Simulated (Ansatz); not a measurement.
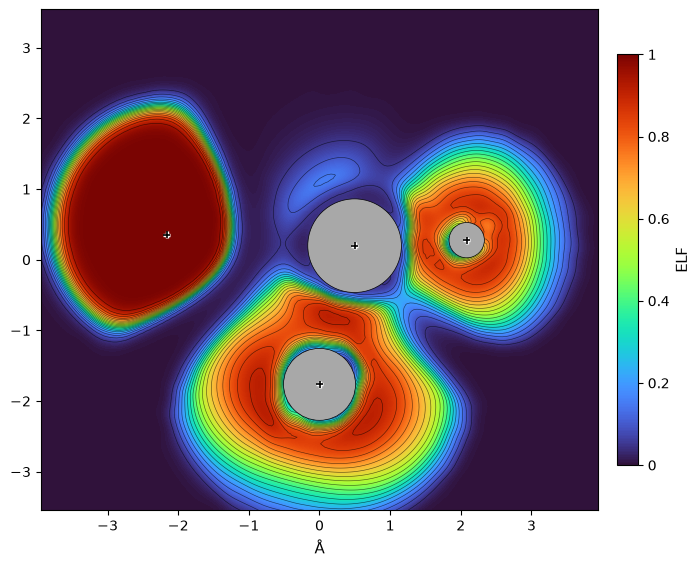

The ELF on a plane through atoms (crosses mark nuclei in the plane; grey discs cover the cores).

Method: RHF/def2-SVP (Ansatz 0.2.0).

Candidates:
A. F$_{2}$H$_{2}$O$_{2}$Zr···NH$_{3}$
B. ClF$_{2}$HOSi···H$_{2}$
C. ClFH$_{6}$OSW

Q: Which system is this?

A: Candidate B: ClF$_{2}$HOSi···H$_{2}$ on the plane of atoms Cl5, Si1 and F6, which holds Si, Cl, F and H. Si1···H7 (2.67 Å): the ELF dips to about 0 between them. Si–F (1.59 Å): the ELF peaks at about 0.85 in the valence shell of F, 0.6 Å from its nucleus, and is about 0.55 at the midpoint.
